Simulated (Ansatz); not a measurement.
# doublet SnTe+ at 6 levels

Wanted: a comparison of 6 runs (U-revPBE/def2-TZVPPD, UBHLYP/def2-TZVPPD, UBLYP/def2-TZVPPD, UCAM-B3LYP/def2-TZVPPD, UPBE/def2-TZVPPD, UCCSD(T)/def2-TZVPPD) of doublet SnTe+. 

The results are computed with Ansatz 0.2.0.

18 further runs of the same task are left out: 18 set aside as unsound or not needed.

## (1) Starting point

The species is SnTe+ (2 atoms), meant as a doublet with charge +1. As SMILES of the parent species, `[Sn][Te]`. The shape is that of a PBE0-D4/def2-TZVP optimisation. That shape belongs to the parent species and isn't relaxed for this state.

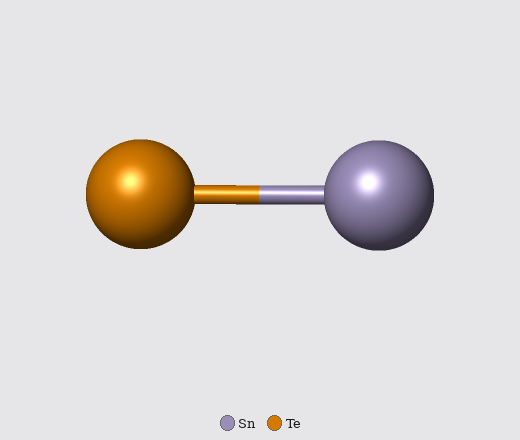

The structure, seen from a chosen angle (tin purple, tellurium orange).

## (2) The energy at U-revPBE/def2-TZVPPD (core potential) (run 1)

Contents of job.yaml:

```yaml
crystal:
  periodic: [false, false, false]
  atoms:
    - {symbol: Sn, position_ang: [0.000000, 0.000000, 0.009440]}
    - {symbol: Te, position_ang: [-0.000000, -0.000000, 2.527330]}
basis:
  gaussian:
    orbitals: def2-TZVPPD.json
total_charge: 1
magnetization:
  spin_polarized: true
  initial_magnetization: 1
hamiltonian:
  xc: {name: revPBE}
accuracy: high
output:
  orbitals: {seedname: orbitals}
```

The basis set def2-TZVPPD is read from a file made from the Basis Set Exchange's data (not shown).

Run with:

```bash
ansatz run job.yaml --threads 1 --pin off --max-ram 3480MiB --events-out events.jsonl --progress --plain --runs-dir runs
```

The program printed:

```text
Warning: RAYON_NUM_THREADS=1 ignored (pool sized by the plan → 1); use --threads N
Functional definition: revPBE
  name "revPBE"
  parameter kappa = 1.245
  parameter beta = 0.06672455060314922
  exchange = pbe_x(kappa = kappa, mu = beta*pi^2/3)
  correlation = pbe_c(beta = beta)
2004 factors; integrals over basis functions are off by at most 2.3e-9 eV
mean field evaluation 1: about -13114.3261 eV, gradient 3.0e1 eV
mean field evaluation 2: about -13046.2266 eV, gradient 8.8e1 eV
mean field evaluation 4: about -13117.8662 eV, gradient 1.8e1 eV
mean field evaluation 8: about -13120.4781 eV, gradient 3.7e-1 eV
mean field evaluation 16: about -13120.4776 eV, gradient 3.7e-4 eV
mean field evaluation 32: about -13119.9218 eV, gradient 5.1e0 eV
mean field evaluation 64: about -13120.2065 eV, gradient 6.9e-1 eV
mean field -13120.47759025 eV, -482.1686580625 hartree, gradient 2.3e-8 eV, S^2 0.754797; 6 other end points of the search recorded, 0 dependent functions left out
reference -13120.47759398 eV, -482.1686581997 hartree; 23, 22 occupied and 92, 93 virtual orbitals, 2004 factors
Total energy: -13120.47759398 eV, -482.1686581997 hartree
```

It took 34 s on 1 thread of Arm Neoverse V1, shared host; peak memory 0.38 GiB.

## (3) A single-point energy at UBHLYP/def2-TZVPPD (core potential) (run 2)

Contents of molecule.yaml:

```yaml
crystal:
  periodic: [false, false, false]
  atoms:
    - {symbol: Sn, position_ang: [0.000000, 0.000000, 0.009440]}
    - {symbol: Te, position_ang: [-0.000000, -0.000000, 2.527330]}
basis:
  gaussian:
    orbitals: def2-TZVPPD.json
total_charge: 1
magnetization:
  spin_polarized: true
  initial_magnetization: 1
hamiltonian:
  xc: {name: BHLYP}
accuracy: high
output:
  orbitals: {seedname: orbitals}
```

The basis set def2-TZVPPD is read from a file made from the Basis Set Exchange's data (not shown).

Run with:

```bash
ansatz run molecule.yaml --threads 1 --pin off --max-ram 3480MiB --events-out events.jsonl --progress --plain --runs-dir runs
```

The program printed:

```text
Warning: RAYON_NUM_THREADS=1 ignored (pool sized by the plan → 1); use --threads N
Functional definition: BHLYP
  name "BHLYP"
  parameter a = 0.5
  exchange = (1 - a)*b88_x + a*exact_x
  correlation = lyp_c
2004 factors; integrals over basis functions are off by at most 2.3e-9 eV
mean field evaluation 1: about -13109.8735 eV, gradient 2.4e1 eV
mean field evaluation 2: about -13088.0088 eV, gradient 5.9e1 eV
mean field evaluation 4: about -13113.8967 eV, gradient 3.7e0 eV
mean field evaluation 8: about -13113.9799 eV, gradient 2.1e-1 eV
mean field evaluation 16: about -13113.9807 eV, gradient 2.5e-3 eV
mean field evaluation 32: about -13113.9807 eV, gradient 3.9e-7 eV
mean field evaluation 64: about -13113.9649 eV, gradient 3.1e-1 eV
mean field -13114.49233074 eV, -481.9487038324 hartree, gradient 2.2e-8 eV, S^2 0.755735; 4 other end points of the search recorded, 0 dependent functions left out
reference -13114.49234988 eV, -481.9487045359 hartree; 23, 22 occupied and 92, 93 virtual orbitals, 2004 factors
Total energy: -13114.49234988 eV, -481.9487045359 hartree
```

Wall time 68 s (1 thread of Arm Neoverse V1, shared host); peak memory 0.56 GiB.

Run 3 isn't shown in full; the table further down has it.

## (4) The energy at UCAM-B3LYP/def2-TZVPPD (core potential) (run 4)

Contents of input.yaml:

```yaml
crystal:
  periodic: [false, false, false]
  atoms:
    - {symbol: Sn, position_ang: [0.000000, 0.000000, 0.009440]}
    - {symbol: Te, position_ang: [-0.000000, -0.000000, 2.527330]}
basis:
  gaussian: {orbitals: def2-TZVPPD.json}
total_charge: 1
magnetization: {spin_polarized: true, initial_magnetization: 1}
hamiltonian: {xc: {name: CAM-B3LYP}}
accuracy: high
output: {orbitals: {seedname: orbitals}}
```

The basis set def2-TZVPPD is read from a file made from the Basis Set Exchange's data (not shown).

Run with:

```bash
ansatz run input.yaml --threads 1 --pin off --max-ram 3480MiB --events-out events.jsonl --progress --plain --runs-dir runs
```

The program printed, cut to the lines that bear on the results:

```text
Warning: RAYON_NUM_THREADS=1 ignored (pool sized by the plan → 1); use --threads N
Functional definition: CAM-B3LYP
  name "CAM-B3LYP"
[...]
2004 factors; integrals over basis functions are off by at most 2.3e-9 eV
512 factors; integrals over basis functions are off by at most 1.4e-9 eV
[...]
mean field -13117.12309885 eV, -482.0453827773 hartree, gradient 1.6e-8 eV, S^2 0.754288; 4 other end points of the search recorded, 0 dependent functions left out
reference -13117.12311234 eV, -482.0453832731 hartree; 23, 22 occupied and 92, 93 virtual orbitals, 2004 factors
Total energy: -13117.12311234 eV, -482.0453832731 hartree
```

Run time: 55 s. Hardware: 1 thread of Arm Neoverse V1, shared host; peak memory 0.62 GiB.

Run 5 isn't shown in full; the table further down has it.

## (5) A single-point energy at UCCSD(T)/def2-TZVPPD (core potential) (run 6)

Edit molecule.yaml of step 3 so:

```diff
@@ -12,6 +12,7 @@
   initial_magnetization: 1
-hamiltonian:
-  xc: {name: BHLYP}
+correlation:
+  method: ccsd_t
+  frozen_orbitals: {Sn: 4, Te: 4}
 accuracy: high
-output:
-  orbitals: {seedname: orbitals}
+scf:
+  omitted_lower_state_checks: [cluster_reference, increment]
```

The basis set def2-TZVPPD is read from a file made from the Basis Set Exchange's data (not shown).

Run with:

```bash
ansatz run molecule.yaml --threads 1 --pin off --max-ram 3480MiB --events-out events.jsonl --progress --plain --runs-dir runs
```

The program printed:

```text
Warning: RAYON_NUM_THREADS=1 ignored (pool sized by the plan → 1); use --threads N
[... 24 lines left out ...]
8 core orbitals not correlated: weight in the atoms' cores, before any rotation towards them, 1.000 or more for the frozen orbitals, at most 0.000 for the correlated occupied ones
[... 28 lines left out ...]
Total energy: -13084.41820679 eV, -480.8435001622 hartree
Checks for a lower state left out: cluster_reference, increment
```

Wall time 2.2 min (1 thread of Arm Neoverse V1, shared host); peak memory 1.6 GiB.

## (6) All runs side by side

```
run                                    level  frozen core orbitals  energy (Eh)  HOMO energy (eV)  LUMO energy (eV)   ⟨S²⟩  wall time
  1    U-revPBE/def2-TZVPPD (core potential)                     –  -482.168658            -11.51            -11.30  0.755       34 s
  2      UBHLYP/def2-TZVPPD (core potential)                     –  -481.948705            -13.20             -9.55  0.756       68 s
  3       UBLYP/def2-TZVPPD (core potential)                     –  -481.982175            -11.43            -11.41  0.753       54 s
  4  UCAM-B3LYP/def2-TZVPPD (core potential)                     –  -482.045383            -13.60             -9.41  0.754       55 s
  5        UPBE/def2-TZVPPD (core potential)                     –  -482.065274            -11.58            -11.44  0.754       35 s
  6    UCCSD(T)/def2-TZVPPD (core potential)                     8  -480.843500                 –                 –  0.768    2.2 min
```

## (7) What came out

```
                                          quantity          value
                               run 6: total energy  -480.84350 Eh
run 6: correlation energy (8 core orbitals frozen)     -702.6 mEh
                             run 6: (T) correction     -18.64 mEh
          run 6: ⟨S²⟩ of the reference determinant          0.768
                              run 6: T1 diagnostic          0.016
```

Totals of different functionals can't be ranked against each other. All runs together took 6.3 min, the longest 2.2 min.
